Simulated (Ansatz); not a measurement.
**SiH4S (SMILES [H][Si]([H])([H])S): methods side by side**

SiH4S has 6 atoms, charge 0, and is taken as a singlet. As SMILES, `[H][Si]([H])([H])S`. The coordinates come from a GFN2-xTB relaxation.

```xyz
6

Si    0.2012   -0.0145   -0.5446
S     0.2537    0.0198    1.6015
H    -1.0568    0.0599    1.7952
H     1.6060   -0.0207   -0.9100
H    -0.5032    1.1806   -0.9902
H    -0.5009   -1.2251   -0.9520
```

Quantity: the energy change with the Si1–H6 bond stretched from 1.458 to 1.822 Å, in eV. The values are calculated.

| level | kind | program | value (eV) | less FCI/STO-3G | CPU time (all runs) |
| --- | --- | --- | --- | --- | --- |
| HF/STO-3G (restricted) | Hartree–Fock | Ansatz | 1.49 | +0.41 | 0.24 s |
| BLYP/STO-3G (restricted) | GGA | Ansatz | 0.97 | -0.11 | 2.6 s |
| revPBE/STO-3G (restricted) | GGA | Ansatz | 0.97 | -0.11 | 2.6 s |
| PBE0/STO-3G (restricted) | global hybrid | Ansatz | 1.15 | +0.07 | 2.6 s |
| r2SCAN0/STO-3G (restricted) | hybrid meta-GGA | Ansatz | 1.22 | +0.14 | 6.1 s |
| wB97X/STO-3G (restricted) | range-separated hybrid | Ansatz | 1.22 | +0.14 | 11 s |
| RPA@PBE/STO-3G (restricted) | RPA | Ansatz | 1.05 | -0.03 | 3.9 s |
| MP2/STO-3G (restricted) | perturbation theory | Ansatz | 1.26 | +0.18 | 0.27 s |
| FCI/STO-3G | exact in the basis | Ansatz | 1.08 | 0.00 | 4.9 s |

FCI/STO-3G is exact within its basis and frozen core, so for wave-function methods in that basis the difference is their error; functionals converge differently with the basis, so for them it is only a difference. The first shape isn't each level's own minimum. The values span 0.97 to 1.49 eV. All rows use very small basis sets, so even the best lies far from the true value. Times are those of the runs behind each value, whatever else they computed, on shared processors of several kinds: orders of magnitude only.

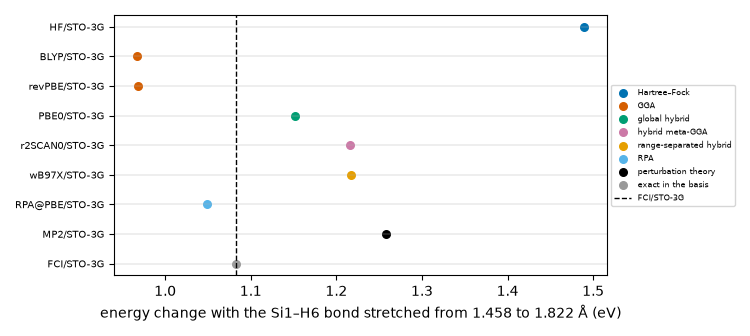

The values of the table, level by level.
